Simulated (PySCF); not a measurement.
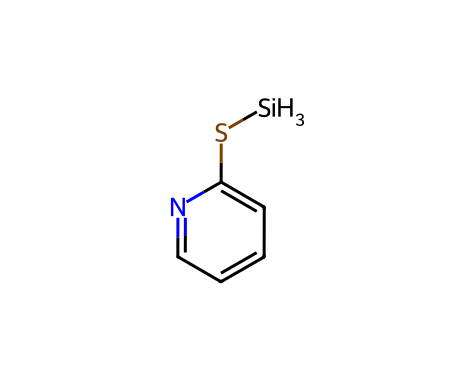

A structural formula.

**Write the SMILES.**

[SiH3]Sc1ccccn1

**Give the formula, hydrogens included.**

C5H7NSSi.

**An optimisation with PBE0-D3(BJ)/def2-SVP gave a structure of which point group?**

Cs. Other conformers may differ.

The parts below concern this one geometry. Atoms keep their numbers from picture to picture. Computed geometry: PBE0-D3(BJ)/def2-SVP optimisation. No frequency run is at hand to confirm it as a minimum.

## Quadrupole coupling

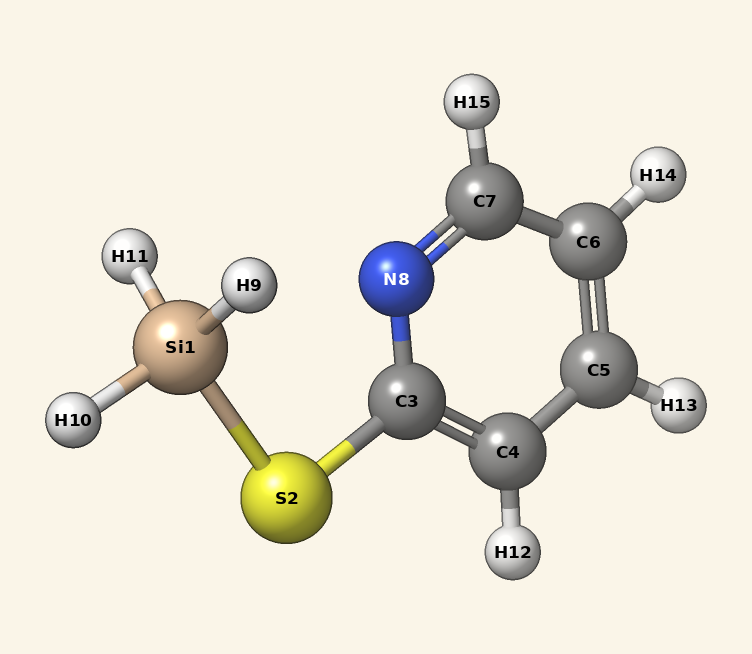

No frequency run is at hand to confirm it as a minimum. Electric field gradients from the ground-state density, PBE0/pcSseg-1 in cyclohexane (IEF-PCM) (PySCF 2.14.0), non-relativistic apart from any core potentials.

Give the largest field-gradient component, the quadrupole coupling constant and the asymmetry for 33S at S2 (Q = −67.81 mb), 14N at N8 (Q = 20.44 mb), 2H at H9 (Q = 2.86 mb), 2H at H10 (Q = 2.86 mb), 2H at H12 (Q = 2.86 mb), 2H at H13 (Q = 2.86 mb).

```json
{"atom": "S2", "V_zz (a.u.)": "2.046", "e²qQ/h (MHz)": "−32.6", "η": "0.87"}
{"atom": "N8", "V_zz (a.u.)": "−0.964", "e²qQ/h (MHz)": "−4.63", "η": "0.15"}
{"atom": "H9", "V_zz (a.u.)": "0.145", "e²qQ/h (MHz)": "0.098", "η": "0.05"}
{"atom": "H10", "V_zz (a.u.)": "0.136", "e²qQ/h (MHz)": "0.092", "η": "0.04"}
{"atom": "H12", "V_zz (a.u.)": "0.302", "e²qQ/h (MHz)": "0.203", "η": "0.08"}
{"atom": "H13", "V_zz (a.u.)": "0.299", "e²qQ/h (MHz)": "0.201", "η": "0.05"}
```

## Bond orders

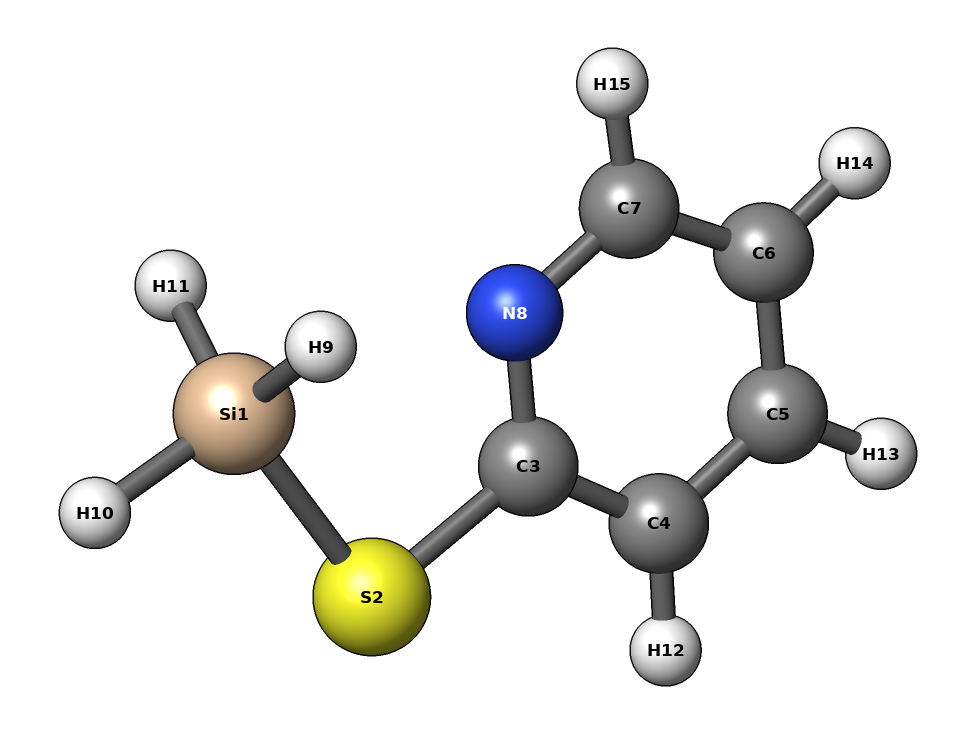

Every bond is drawn as one stick. No frequency run is at hand to confirm it as a minimum. Method: PBE0/pcSseg-1 in cyclohexane (IEF-PCM) (PySCF 2.14.0).

List the Mayer bond orders of Si1–S2, Si1–H10, Si1–H9, S2–C3, C3–C4, C3–N8, C4–C5, C4–H12, C5–C6, C5–H13, C6–C7, C6–H14, C7–N8, C7–H15 (one bond of each equivalent set).

| bond | Mayer order | length (Å) |
| --- | --- | --- |
| Si1–S2 | 0.87 | 2.170 |
| Si1–H10 | 0.92 | 1.497 |
| Si1–H9 | 0.93 | 1.488 |
| S2–C3 | 1.05 | 1.764 |
| C3–C4 | 1.29 | 1.403 |
| C3–N8 | 1.37 | 1.330 |
| C4–C5 | 1.47 | 1.388 |
| C4–H12 | 0.96 | 1.091 |
| C5–C6 | 1.39 | 1.397 |
| C5–H13 | 0.97 | 1.093 |
| C6–C7 | 1.43 | 1.391 |
| C6–H14 | 0.96 | 1.091 |
| C7–N8 | 1.46 | 1.331 |
| C7–H15 | 0.96 | 1.095 |

## Electronic properties

No frequency run is at hand to confirm it as a minimum. Properties computed with PBE0/def2-SVPD in water (IEF-PCM) (PySCF 2.14.0). Excitations: vertical, linear response.

**Give the HOMO–LUMO gap at this level.**

5.72 eV.

**Estimate the dipole moment.**

3.90 D.

**Give the HOMO energy (Kohn–Sham orbital) at this level.**

−6.81 eV.

**Estimate the brightest of the 6 lowest singlets.**

5.28 eV.
